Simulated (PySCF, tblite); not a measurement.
# C₂H₇NSi₂: dynamics, then NMR shifts and electronic excitations on frames, part 2 of 2

tblite 0.8.0 and PySCF 2.14.0. Atoms count from 0. The steps go on from the part before.

## (8) TDDFT and polarisability: 625 fs, PBE0/def2-SVPD

The job: settings as JSON, then the geometry in Å.

```
{"job": {"kind": "uv", "xc": "PBE0", "basis": "def2-SVPD", "nstates": 5, "ntriplets": 0}, "charge": 0, "multiplicity": 1}
C      2.475100    -0.861700     2.148900
C      1.464400    -0.819700     1.508400
Si    -0.106700    -0.972100     0.476700
N     -1.455100     0.129900     0.879800
Si    -1.750600     1.588300    -0.084500
H      3.307500    -1.119100     2.696800
H      0.324100    -0.621800    -0.900600
H     -0.676800    -2.424500     0.454200
H     -1.755000     0.155300     1.833600
H     -1.785100     1.211800    -1.478500
H     -3.115500     1.897400     0.345900
H     -0.895100     2.771500     0.221300
```

Level: TDDFT PBE0/def2-SVPD, vertical, gas phase, core orbitals frozen in the response.

What it wrote:

```text
coarse grid: 10824 points
cycle   1  E = -713.2910763758  dE =  1.793e-01  |g| = 4.840e-01  |ddm| = 6.725e+00
cycle   2  E = -713.2522246814  dE =  3.885e-02  |g| = 6.278e-01  |ddm| = 2.137e+00
cycle   3  E = -713.3449151132  dE = -9.269e-02  |g| = 1.006e-01  |ddm| = 9.623e-01
cycle   4  E = -713.3473130455  dE = -2.398e-03  |g| = 2.630e-02  |ddm| = 1.800e-01
cycle   5  E = -713.3474657531  dE = -1.527e-04  |g| = 1.443e-02  |ddm| = 6.597e-02
cycle   6  E = -713.3475168713  dE = -5.112e-05  |g| = 3.929e-03  |ddm| = 2.026e-02
cycle   7  E = -713.3475209591  dE = -4.088e-06  |g| = 4.027e-04  |ddm| = 7.262e-03
final grid: 94864 points
cycle   8  E = -713.4354793598  dE = -1.293e-05  |g| = 5.221e-03  |ddm| = 6.737e-02
cycle   9  E = -713.4354720889  dE =  7.271e-06  |g| = 7.771e-03  |ddm| = 1.812e-02
cycle  10  E = -713.4354858723  dE = -1.378e-05  |g| = 7.207e-04  |ddm| = 9.294e-03
cycle  11  E = -713.4354860196  dE = -1.473e-07  |g| = 1.317e-04  |ddm| = 1.446e-03
cycle  12  E = -713.4354860205  dE = -8.690e-10  |g| = 1.257e-04  |ddm| = 4.054e-04
cycle  13  E = -713.4354860246  dE = -4.132e-09  |g| = 1.385e-05  |ddm| = 1.569e-04
cycle  14  E = -713.4354860246  dE = -5.127e-11  |g| = 3.369e-06  |ddm| = 3.013e-05
converged SCF energy = -713.4354860246

Static polarisability (au): isotropic 84.076, principal 68.066 78.058 106.105

Singlet excitations
state   eV       nm        f      main configurations
  1   5.7143    217.0   0.01337   H->L 0.94
  2   5.9864    207.1   0.00539   H-1->L 0.53, H->L+1 0.13, H-2->L+1 0.12
  3   6.1648    201.1   0.00125   H->L+1 0.56, H-1->L 0.26, H-2->L+1 0.12
  4   6.3538    195.1   0.00440   H-1->L+1 0.43, H-2->L 0.41
  5   6.5535    189.2   0.01267   H-2->L+1 0.66, H->L+1 0.25
```

Wall time 18 s (1 thread of Arm Neoverse V1, shared host); peak memory 0.72 GiB.

Key values: HOMO -7.59 eV, LUMO -0.59 eV; lowest singlet 5.71 eV.

## (9) Shielding tensors: 800 fs, PBE0/pcSseg-1

The job: settings as JSON, then the geometry in Å.

```
{"job": {"kind": "nmr", "xc": "PBE0", "basis": "pcSseg-1", "pop": false}, "charge": 0, "multiplicity": 1}
C      2.453300    -0.773900     1.974900
C      1.481500    -0.827400     1.253300
Si     0.105900    -0.859400     0.010100
N     -1.046300     0.265000     0.722800
Si    -1.828500     1.648400     0.066200
H      3.247000    -0.789300     2.699700
H      0.720300    -0.471500    -1.248700
H     -0.382500    -2.223600    -0.230800
H     -1.285400     0.102900     1.683300
H     -0.931300     2.152900    -0.969800
H     -3.181800     1.218800    -0.466400
H     -2.076200     2.655200     1.108200
```

Method: GIAO PBE0/pcSseg-1 NMR shielding, non-relativistic, gas phase.

What it wrote:

```text
coarse grid: 10824 points
cycle   1  E = -713.5897902184  dE =  2.645e-01  |g| = 5.183e-01  |ddm| = 3.171e+00
cycle   2  E = -713.5453758160  dE =  4.441e-02  |g| = 6.767e-01  |ddm| = 1.059e+00
cycle   3  E = -713.6467748286  dE = -1.014e-01  |g| = 1.275e-01  |ddm| = 6.387e-01
cycle   4  E = -713.6502573318  dE = -3.483e-03  |g| = 5.069e-02  |ddm| = 1.293e-01
cycle   5  E = -713.6508106630  dE = -5.533e-04  |g| = 2.178e-02  |ddm| = 4.520e-02
cycle   6  E = -713.6509254459  dE = -1.148e-04  |g| = 2.406e-03  |ddm| = 1.784e-02
cycle   7  E = -713.6509270425  dE = -1.597e-06  |g| = 2.856e-04  |ddm| = 3.057e-03
final grid: 94864 points
cycle   8  E = -713.6780430742  dE = -1.393e-05  |g| = 5.100e-03  |ddm| = 2.098e-02
cycle   9  E = -713.6780381172  dE =  4.957e-06  |g| = 7.057e-03  |ddm| = 1.005e-02
cycle  10  E = -713.6780488780  dE = -1.076e-05  |g| = 7.493e-04  |ddm| = 5.709e-03
cycle  11  E = -713.6780490022  dE = -1.242e-07  |g| = 2.540e-04  |ddm| = 8.495e-04
cycle  12  E = -713.6780490128  dE = -1.062e-08  |g| = 1.562e-04  |ddm| = 2.579e-04
cycle  13  E = -713.6780490189  dE = -6.150e-09  |g| = 1.587e-05  |ddm| = 1.108e-04
cycle  14  E = -713.6780490190  dE = -5.207e-11  |g| = 2.978e-06  |ddm| = 1.856e-05
converged SCF energy = -713.6780490190

GIAO shielding tensors (ppm)
atom      isotropic    diamagn.    paramagn.     s11        s22        s33       span
  0 C       83.408     260.925    -177.517     -2.769      9.728    243.265    246.034
  1 C       95.748     261.732    -165.984     -8.932      5.498    290.678    299.610
  2 Si     405.981     879.502    -473.521    353.393    398.343    466.208    112.814
  3 N      264.211     324.584     -60.373    240.843    258.378    293.413     52.570
  4 Si     401.389     878.739    -477.350    363.475    374.798    465.893    102.418
  5 H       28.973      31.747      -2.775     24.249     24.256     38.412     14.163
  6 H       26.706      29.753      -3.046     23.961     25.387     30.771      6.810
  7 H       26.694      28.223      -1.528     23.174     24.860     32.049      8.875
  8 H       32.279      32.108       0.170     23.127     30.408     43.300     20.173
  9 H       26.913      29.361      -2.447     23.465     25.847     31.428      7.962
 10 H       26.225      27.313      -1.087     22.253     24.435     31.988      9.736
 11 H       26.719      28.246      -1.527     23.306     25.156     31.695      8.390
```

Run time: 12 s. Hardware: 1 thread of Arm Neoverse V1, shared host; peak memory 0.69 GiB.

This run: δ C0 103.5, C1 91.2, Si4 -52.2, Si2 -56.8, H10 5.49, H7 5.02 ppm.

## (10) Excited states and response: 800 fs, PBE0/def2-SVPD

The job, as its differences from that of step 9:

```diff
@@ -1,2 +1,2 @@
-{"job": {"kind": "nmr", "xc": "PBE0", "basis": "pcSseg-1", "pop": false}, "charge": 0, "multiplicity": 1}
+{"job": {"kind": "uv", "xc": "PBE0", "basis": "def2-SVPD", "nstates": 5, "ntriplets": 0}, "charge": 0, "multiplicity": 1}
 C      2.453300    -0.773900     1.974900
```

Level: TDDFT PBE0/def2-SVPD, vertical, gas phase, core orbitals frozen in the response.

What it wrote:

```text
coarse grid: 10824 points
cycle   1  E = -713.2954703619  dE =  2.358e-01  |g| = 4.926e-01  |ddm| = 6.392e+00
cycle   2  E = -713.2488600052  dE =  4.661e-02  |g| = 6.554e-01  |ddm| = 1.847e+00
cycle   3  E = -713.3491161511  dE = -1.003e-01  |g| = 1.265e-01  |ddm| = 8.266e-01
cycle   4  E = -713.3526803682  dE = -3.564e-03  |g| = 5.321e-02  |ddm| = 2.274e-01
cycle   5  E = -713.3533261181  dE = -6.457e-04  |g| = 2.061e-02  |ddm| = 7.507e-02
cycle   6  E = -713.3534343625  dE = -1.082e-04  |g| = 2.304e-03  |ddm| = 3.223e-02
cycle   7  E = -713.3534360502  dE = -1.688e-06  |g| = 3.396e-04  |ddm| = 7.094e-03
final grid: 94864 points
cycle   8  E = -713.4409663854  dE = -1.306e-05  |g| = 4.899e-03  |ddm| = 8.283e-02
cycle   9  E = -713.4409607863  dE =  5.599e-06  |g| = 7.049e-03  |ddm| = 1.441e-02
cycle  10  E = -713.4409721926  dE = -1.141e-05  |g| = 7.187e-04  |ddm| = 7.545e-03
cycle  11  E = -713.4409723261  dE = -1.335e-07  |g| = 2.250e-04  |ddm| = 1.426e-03
cycle  12  E = -713.4409723347  dE = -8.666e-09  |g| = 1.396e-04  |ddm| = 3.878e-04
cycle  13  E = -713.4409723398  dE = -5.050e-09  |g| = 9.307e-06  |ddm| = 1.894e-04
cycle  14  E = -713.4409723398  dE = -2.456e-11  |g| = 2.679e-06  |ddm| = 2.450e-05
converged SCF energy = -713.4409723398

Static polarisability (au): isotropic 82.731, principal 66.854 77.588 103.751

Singlet excitations
state   eV       nm        f      main configurations
  1   5.6878    218.0   0.01178   H->L 0.96
  2   5.9739    207.5   0.00027   H-1->L 0.40, H->L+1 0.26, H-2->L+1 0.21
  3   6.1767    200.7   0.00032   H-1->L 0.41, H->L+1 0.37, H-2->L+1 0.12
  4   6.3360    195.7   0.00450   H-2->L 0.43, H-1->L+1 0.38
  5   6.6376    186.8   0.00818   H-2->L+1 0.57, H->L+1 0.34
```

Wall time 19 s (1 thread of Arm Neoverse V1, shared host); peak memory 0.72 GiB.

Key values: HOMO -7.43 eV, LUMO -0.43 eV; lowest singlet 5.69 eV.

## (11) Shielding tensors: 1000 fs, PBE0/pcSseg-1

The job: settings as JSON, then the geometry in Å.

```
{"job": {"kind": "nmr", "xc": "PBE0", "basis": "pcSseg-1", "pop": false}, "charge": 0, "multiplicity": 1}
C      2.069700    -1.565500     2.390700
C      1.702000    -1.193000     1.284200
Si     0.608400    -0.413300    -0.015500
N     -0.846900    -0.093500     0.880400
Si    -2.076400     1.019600     0.467500
H      2.498300    -1.952800     3.280900
H      1.102200     0.862800    -0.480200
H      0.342900    -1.335300    -1.193600
H     -1.135300    -0.824100     1.537200
H     -1.286600     2.273300     0.616700
H     -2.416400     0.945700    -0.957100
H     -3.156400     0.919800     1.473500
```

Method: GIAO PBE0/pcSseg-1 NMR shielding, non-relativistic, gas phase.

What it wrote:

```text
coarse grid: 10824 points
cycle   1  E = -713.5811933069  dE =  2.687e-01  |g| = 5.290e-01  |ddm| = 3.153e+00
cycle   2  E = -713.5274460668  dE =  5.375e-02  |g| = 7.141e-01  |ddm| = 1.159e+00
cycle   3  E = -713.6407477726  dE = -1.133e-01  |g| = 1.227e-01  |ddm| = 7.155e-01
cycle   4  E = -713.6437551812  dE = -3.007e-03  |g| = 5.600e-02  |ddm| = 1.296e-01
cycle   5  E = -713.6444498879  dE = -6.947e-04  |g| = 2.225e-02  |ddm| = 5.039e-02
cycle   6  E = -713.6445714360  dE = -1.215e-04  |g| = 2.566e-03  |ddm| = 1.828e-02
cycle   7  E = -713.6445733139  dE = -1.878e-06  |g| = 3.398e-04  |ddm| = 3.373e-03
final grid: 94864 points
cycle   8  E = -713.6716499794  dE = -1.419e-05  |g| = 5.244e-03  |ddm| = 1.676e-02
cycle   9  E = -713.6716451479  dE =  4.832e-06  |g| = 7.133e-03  |ddm| = 1.079e-02
cycle  10  E = -713.6716561828  dE = -1.103e-05  |g| = 7.954e-04  |ddm| = 6.172e-03
cycle  11  E = -713.6716563232  dE = -1.404e-07  |g| = 2.544e-04  |ddm| = 8.542e-04
cycle  12  E = -713.6716563335  dE = -1.030e-08  |g| = 1.621e-04  |ddm| = 2.757e-04
cycle  13  E = -713.6716563401  dE = -6.651e-09  |g| = 1.680e-05  |ddm| = 1.129e-04
cycle  14  E = -713.6716563402  dE = -6.150e-11  |g| = 3.036e-06  |ddm| = 2.108e-05
converged SCF energy = -713.6716563402

GIAO shielding tensors (ppm)
atom      isotropic    diamagn.    paramagn.     s11        s22        s33       span
  0 C       78.576     257.948    -179.372     -7.652     -0.615    243.995    251.647
  1 C       92.927     268.408    -175.481    -14.330      3.713    289.398    303.728
  2 Si     403.952     879.852    -475.901    370.228    392.422    449.204     78.976
  3 N      260.131     324.813     -64.682    223.538    267.381    289.474     65.936
  4 Si     405.302     880.109    -474.807    365.965    384.026    465.915     99.950
  5 H       29.353      30.905      -1.553     24.460     24.578     39.020     14.560
  6 H       26.950      30.228      -3.278     23.970     25.348     31.533      7.563
  7 H       26.148      28.407      -2.258     22.719     24.214     31.512      8.792
  8 H       31.545      32.563      -1.018     22.566     30.205     41.863     19.296
  9 H       26.317      29.490      -3.173     22.219     25.356     31.377      9.158
 10 H       26.749      29.360      -2.611     23.092     24.914     32.242      9.151
 11 H       26.620      28.497      -1.877     23.391     24.872     31.596      8.206
```

It took 13 s on 1 thread of Arm Neoverse V1, shared host; peak memory 0.69 GiB.

In short: δ C0 108.3, C1 94.0, Si2 -54.8, Si4 -56.1, H7 5.57, H9 5.40 ppm.

## (12) Ultraviolet spectrum: 1000 fs, PBE0/def2-SVPD

The job, as its differences from that of step 11:

```diff
@@ -1,2 +1,2 @@
-{"job": {"kind": "nmr", "xc": "PBE0", "basis": "pcSseg-1", "pop": false}, "charge": 0, "multiplicity": 1}
+{"job": {"kind": "uv", "xc": "PBE0", "basis": "def2-SVPD", "nstates": 5, "ntriplets": 0}, "charge": 0, "multiplicity": 1}
 C      2.069700    -1.565500     2.390700
```

With the program's defaults for keys left out, this is: TDDFT PBE0/def2-SVPD, vertical, gas phase, core orbitals frozen in the response.

What it wrote:

```text
coarse grid: 10824 points
cycle   1  E = -713.2872254581  dE =  2.401e-01  |g| = 5.041e-01  |ddm| = 5.231e+00
cycle   2  E = -713.2288807938  dE =  5.834e-02  |g| = 7.006e-01  |ddm| = 1.757e+00
cycle   3  E = -713.3438616215  dE = -1.150e-01  |g| = 1.213e-01  |ddm| = 8.493e-01
cycle   4  E = -713.3469098918  dE = -3.048e-03  |g| = 5.859e-02  |ddm| = 2.706e-01
cycle   5  E = -713.3477045407  dE = -7.946e-04  |g| = 2.146e-02  |ddm| = 8.708e-02
cycle   6  E = -713.3478236488  dE = -1.191e-04  |g| = 2.374e-03  |ddm| = 2.978e-02
cycle   7  E = -713.3478254685  dE = -1.820e-06  |g| = 4.115e-04  |ddm| = 5.975e-03
final grid: 94864 points
cycle   8  E = -713.4353041818  dE = -1.337e-05  |g| = 4.989e-03  |ddm| = 5.968e-02
cycle   9  E = -713.4352988035  dE =  5.378e-06  |g| = 7.060e-03  |ddm| = 1.496e-02
cycle  10  E = -713.4353102995  dE = -1.150e-05  |g| = 7.576e-04  |ddm| = 7.887e-03
cycle  11  E = -713.4353104494  dE = -1.499e-07  |g| = 2.110e-04  |ddm| = 1.636e-03
cycle  12  E = -713.4353104560  dE = -6.558e-09  |g| = 1.493e-04  |ddm| = 4.306e-04
cycle  13  E = -713.4353104618  dE = -5.759e-09  |g| = 1.111e-05  |ddm| = 1.745e-04
cycle  14  E = -713.4353104618  dE = -3.956e-11  |g| = 2.615e-06  |ddm| = 3.213e-05
converged SCF energy = -713.4353104618

Static polarisability (au): isotropic 82.705, principal 67.191 78.623 102.301

Singlet excitations
state   eV       nm        f      main configurations
  1   5.6225    220.5   0.00444   H->L 0.95
  2   5.9056    209.9   0.00145   H-1->L 0.60, H-2->L+1 0.16, H-1->L+2 0.11
  3   6.0813    203.9   0.00652   H->L+1 0.56, H->L+2 0.25
  4   6.1374    202.0   0.00339   H->L+2 0.53, H-1->L+1 0.11, H->L+1 0.11
  5   6.3004    196.8   0.00062   H-2->L 0.34, H-1->L+1 0.26, H-2->L+1 0.15
```

It took 18 s on 1 thread of Arm Neoverse V1, shared host; peak memory 0.72 GiB.

This run: HOMO -7.31 eV, LUMO -0.42 eV; lowest singlet 5.62 eV.

## (13) Run by run: NMR shifts

Shifts (ppm) of some atoms, chosen among heavy atoms and hydrogens apart, with basis size and wall time:

```tsv
frame	C0	C1	H9	H7	Si2	Si4	N3	functions	time
250 fs	100.3	91.8	6.03	4.10	-49.4	-50.8	8.2	134	13 s
425 fs	103.0	92.7	5.14	4.36	-49.0	-59.7	8.2	134	12 s
625 fs	102.2	92.5	4.54	6.36	-52.3	-50.9	10.1	134	12 s
800 fs	103.5	91.2	4.80	5.02	-56.8	-52.2	3.5	134	12 s
1000 fs	108.3	94.0	5.40	5.57	-54.8	-56.1	7.6	134	13 s
```

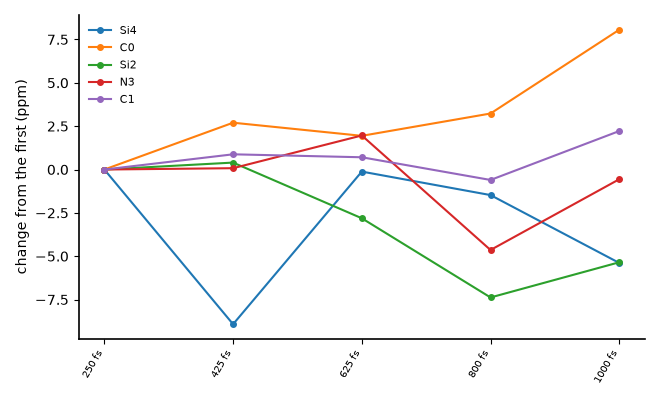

How five of the tabulated atoms move from run to run.

## (14) Run by run: electronic excitations

Excitations and ground-state properties, with basis size and wall time:

```tsv
frame	lowest singlet (eV)	brightest (eV)	f	gap (eV)	α (Å³)	μ (D)	functions	time
250 fs	5.70	6.39	0.011	6.99	12.41	0.93	164	19 s
425 fs	5.48	5.48	0.019	6.71	12.18	1.26	164	19 s
625 fs	5.71	5.71	0.013	7.00	12.46	0.92	164	18 s
800 fs	5.69	5.69	0.012	7.00	12.26	0.76	164	19 s
1000 fs	5.62	6.08	0.007	6.89	12.26	1.31	164	18 s
```

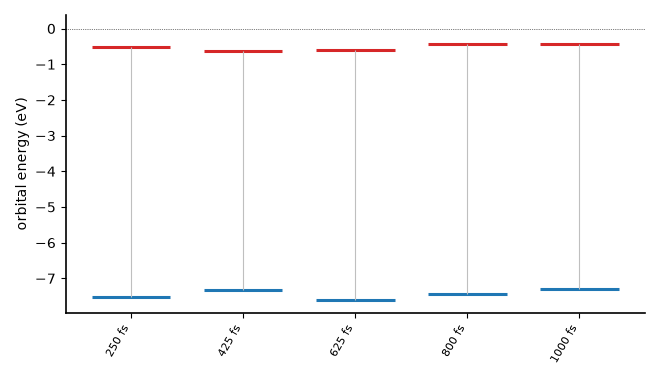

HOMO (blue) and LUMO (red) run by run.

## (15) Summary of results

This closing draws on all 2 parts.

| quantity | value |
| --- | --- |
| thermostat | 300 K |
| mean temperature, second half | 298 K |
| mean potential energy above the minimum | 0.32 eV |
| 13C shifts against TMS (PBE0/pcSseg-1, 250 fs) | 100.3, 91.8 ppm |
| 1H shifts against TMS (PBE0/pcSseg-1, 250 fs) | 6.03, 5.66, 5.51, 5.14, 4.10, 2.13, 0.52 ppm |
| 29Si shifts against TMS (PBE0/pcSseg-1, 250 fs) | -49.4, -50.8 ppm |
| 15N shifts against NH3 (PBE0/pcSseg-1, 250 fs) | 8.2 ppm |
| lowest singlet (PBE0/def2-SVPD, 250 fs) | 5.70 eV (217 nm), f = 0.007 |
| brightest single state of those computed | state 4, 6.39 eV, f = 0.011 |
| range of the shift of Si4 | -59.7 to -50.8 ppm |
| range of the lowest singlet | 5.48 to 5.71 eV |

In words: In the second half the potential energy averages 0.32 eV above the minimum; equipartition over 30 harmonic modes at 300 K would give 0.39 eV. With 12 atoms the temperature swings widely (193 to 449 K). Shifts at one fixed geometry are not the observed spectrum, which averages over the motion. In the first frame run (250 fs): The widest tensor belongs to C1: span 295 ppm, with a paramagnetic part of -170 ppm. The lowest singlet, at 5.70 eV, is HOMO→LUMO 0.96 and is weak; of the 5 states computed, the strongest absorption comes from state 4 at 6.39 eV. In ppm, Si4 moves most: its shift spreads over 8.9 ppm, from -59.7 (425 fs) to -50.8 (250 fs). The lowest singlet runs from 5.48 eV (425 fs) to 5.71 eV (625 fs), while the orbital gap spans 6.71 to 7.00 eV. The lowest state need not be the same one in every run.
